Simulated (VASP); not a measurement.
Band structure of LaB (relaxed from the wurtzite structure, space group P6_3mc). Calculation: PBE GGA, VASP's PBE PAW potentials (set 64) (plane waves; VASP).

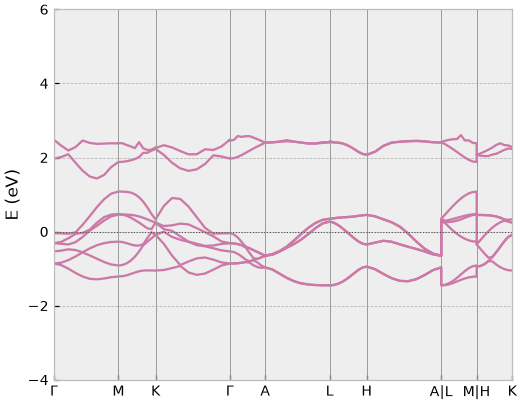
Fig. 1. Bands along high-symmetry lines, zero at the valence-band maximum or, without a gap, the Fermi level

Q: Read the plot: is there a gap, and where are the band edges?

A: It has no gap at this level: it comes out as a metal or semimetal. (Edges off the drawn lines would not show.)

The structure was generated: LaB was put into the wurtzite type (P6_3mc), which need not be its known phase. It was relaxed first, which changed the volume by -28 %.
